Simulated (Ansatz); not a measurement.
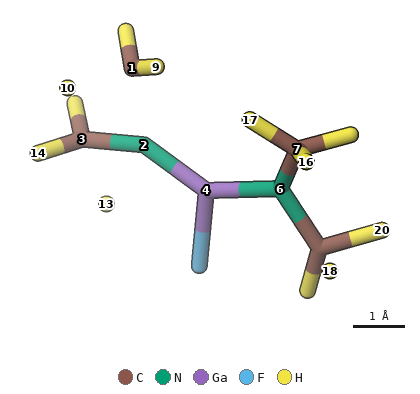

Figure 1. The structure (stick view, seen at a tilt; atoms are numbered from 1 in the order of the input). Sticks mark near contacts.

**Single-point calculation of C4H12FGaN2 (charge +3)**

System: C4H12FGaN2, charge +3, multiplicity 2.
Method: UKS SVWN5/def2-TZVPP (Ansatz 0.2.0).

Some settings of this run were made unusual or wrong on purpose. The geometry comes from this level: PBE0-D4/def2-TZVP. Figures and captions count atoms from 1; the log counts them from 0 in places.

### Input
```yaml
crystal:
  periodic: [false, false, false]
  atoms:
    - {symbol: C, position_ang: [0.404925, -1.975896, 1.347279]}
    - {symbol: N, position_ang: [0.496374, -1.434988, -0.325532]}
    - {symbol: C, position_ang: [1.208357, -2.523763, -0.624286]}
    - {symbol: Ga, position_ang: [0.030918, 0.007282, -0.722025]}
    - {symbol: F, position_ang: [0.367426, 0.245214, -2.451331]}
    - {symbol: N, position_ang: [-0.710881, 1.454098, 0.066718]}
    - {symbol: C, position_ang: [-0.889113, 1.758694, 1.323514]}
    - {symbol: C, position_ang: [-0.974158, 2.411324, -0.993976]}
    - {symbol: H, position_ang: [0.339736, -1.269666, 1.931591]}
    - {symbol: H, position_ang: [1.769516, -2.294186, 1.358680]}
    - {symbol: H, position_ang: [-0.030149, -2.763203, 1.489456]}
    - {symbol: H, position_ang: [0.575318, -3.609488, -0.883862]}
    - {symbol: H, position_ang: [1.025381, -1.954077, -2.105613]}
    - {symbol: H, position_ang: [2.203195, -2.672005, -0.543090]}
    - {symbol: H, position_ang: [-1.865479, 2.222582, 1.523176]}
    - {symbol: H, position_ang: [-0.429649, 2.660471, 1.984203]}
    - {symbol: H, position_ang: [-0.335828, 0.921603, 1.814661]}
    - {symbol: H, position_ang: [-0.364649, 3.555936, -0.338982]}
    - {symbol: H, position_ang: [-0.709401, 2.386883, -2.055644]}
    - {symbol: H, position_ang: [-2.091259, 2.989860, -0.693330]}
basis:
  gaussian: {orbitals: def2-TZVPP}
total_charge: 3
magnetization: {spin_polarized: true, initial_magnetization: 1}
hamiltonian: {xc: {name: SVWN5}}
output: {forces: true}
```

Machine: 4 CPU threads, shared host.

Command:
```bash
ansatz run in.yaml --threads 4 --pin off --events-out ev --progress --plain --max-ram 66560MiB --backend cuda --devices 0, --max-vram 37GiB
```

### What the program printed
```
Functional definition: SVWN5
  name "SVWN5"
  cite "Dirac, Proc. Camb. Phil. Soc. 26, 376 (1930) doi:10.1017/S0305004100016108"
  cite "Slater, Phys. Rev. 81, 385 (1951) doi:10.1103/PhysRev.81.385"
  cite "Vosko, Wilk & Nusair, Can. J. Phys. 58, 1200 (1980) doi:10.1139/p80-159"
  exchange = slater_x
  correlation = vwn5_c
2262 factors; their error is unknown
mean field evaluation 1: about -62141.2255 eV, gradient 1.3e2 eV
mean field evaluation 2: about -61734.9014 eV, gradient 2.7e2 eV
mean field evaluation 4: about -62172.4452 eV, gradient 7.1e1 eV
mean field evaluation 8: about -62210.3086 eV, gradient 1.2e1 eV
mean field evaluation 16: about -62211.3867 eV, gradient 1.6e-1 eV
mean field evaluation 32: about -62211.3392 eV, gradient 2.3e-4 eV
mean field evaluation 64: about -62205.8067 eV, gradient 2.2e1 eV
mean field evaluation 96: about -62209.4380 eV, gradient 4.4e0 eV
mean field -62211.33920527 eV, -2286.2245474333 hartree, gradient 5.8e-6 eV, S^2 0.812588; 8 other end points of the search recorded, 0 dependent functions left out
the calculation of the forces begins
reference -62211.33925400 eV, -2286.2245492241 hartree; 44, 43 occupied and 389, 390 virtual orbitals, 2262 factors
Total energy: -62211.33925400 eV, -2286.2245492241 hartree
Atom 0 at     0.404925    -1.975896     1.347279 Å, force    10.818972     0.868255    -9.027061 eV/Å
Atom 1 at     0.496374    -1.434988    -0.325532 Å, force     1.883992    -9.011510     6.876212 eV/Å
Atom 2 at     1.208357    -2.523763    -0.624286 Å, force    -5.631157    -1.992998    -4.054929 eV/Å
Atom 3 at     0.030918     0.007282    -0.722025 Å, force    -1.613356     7.148870    -4.743204 eV/Å
Atom 4 at     0.367426     0.245214    -2.451331 Å, force    -0.326498    -0.234971     1.426127 eV/Å
Atom 5 at    -0.710881     1.454098     0.066718 Å, force     0.157844     3.901902    -5.915723 eV/Å
Atom 6 at    -0.889113     1.758694     1.323514 Å, force     1.820640    -0.792068     3.834949 eV/Å
Atom 7 at    -0.974158     2.411324    -0.993976 Å, force    -1.402305     3.562545     5.191536 eV/Å
Atom 8 at     0.339736    -1.269666     1.931591 Å, force    -0.767014     8.060591     5.950358 eV/Å
Atom 9 at     1.769516    -2.294186     1.358680 Å, force    -3.604818     0.637430     0.690649 eV/Å
Atom 10 at    -0.030149    -2.763203     1.489456 Å, force    -5.772331    -9.112479     0.892710 eV/Å
Atom 11 at     0.575318    -3.609488    -0.883862 Å, force     1.327574     2.371058     0.642221 eV/Å
Atom 12 at     1.025381    -1.954077    -2.105613 Å, force     0.547925    -0.876251     0.473820 eV/Å
Atom 13 at     2.203195    -2.672005    -0.543090 Å, force     4.204283    -0.065320     0.410867 eV/Å
Atom 14 at    -1.865479     2.222582     1.523176 Å, force    -1.141027    -0.256408     0.666881 eV/Å
Atom 15 at    -0.429649     2.660471     1.984203 Å, force     0.077979    -0.552482    -1.345593 eV/Å
Atom 16 at    -0.335828     0.921603     1.814661 Å, force    -1.571407     0.303450     1.422457 eV/Å
Atom 17 at    -0.364649     3.555936    -0.338982 Å, force    -1.400973    -2.150032    -2.075628 eV/Å
Atom 18 at    -0.709401     2.386883    -2.055644 Å, force     0.070337    -0.848916    -0.261609 eV/Å
Atom 19 at    -2.091259     2.989860    -0.693330 Å, force     2.321340    -0.960666    -1.055040 eV/Å
Dipole moment:    -0.213497     0.380992     1.551594 e Å
```

### Outcome

| quantity | value |
| --- | --- |
| outcome | converged |
| total energy | −62211.3393 eV |
| ⟨S²⟩ | 0.813 |
| SCF solution under orbital rotations | stable |
| largest force (length of the vector) | 14.117 eV/Å |
| wall time | 16 s (CPU time 27 s) |
| peak memory | 1.2 GiB |

A setting was made wrong on purpose: charge. The run converged all the same; its numbers are those of the faulty input and shouldn't be used.
